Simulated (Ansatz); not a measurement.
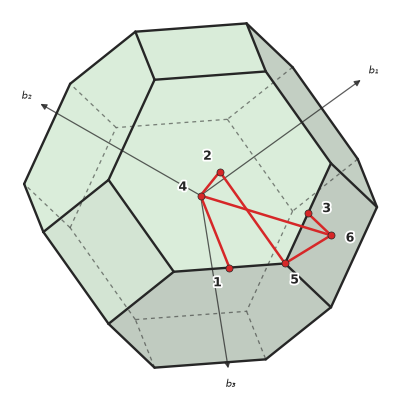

Crystal: Sr2ZnPd6W, coordinates from a relaxation (final pressure about 36 GPa) with Ansatz 0.2.0, DFT, PAW plane waves, r2scan; the starting structure was generated, so it need not be a known form of this composition. The first Brillouin zone of a face-centred cubic lattice (cF; extended symbol cF2) is drawn with its special points numbered. All values are computed from the atomic coordinates in the standard setting (tolerance 0.002 Å).

a = 8.871 Å, b = 8.871 Å, c = 8.871 Å, α = 90.00°, β = 90.00°, γ = 90.00°.

Labels and path follow the convention of Hinuma et al. (2017), as computed by seekpath; the arrows show the directions of the reciprocal primitive vectors b₁, b₂, b₃, in which coordinates are given.

> Give the label and coordinates of each numbered point.

```tsv
no.	label	coordinates
1	K	(3/8, 3/8, 3/4)
2	L	(1/2, 1/2, 1/2)
3	U	(5/8, 1/4, 5/8)
4	Γ	(0, 0, 0)
5	W	(1/2, 1/4, 3/4)
6	X	(1/2, 0, 1/2)
```
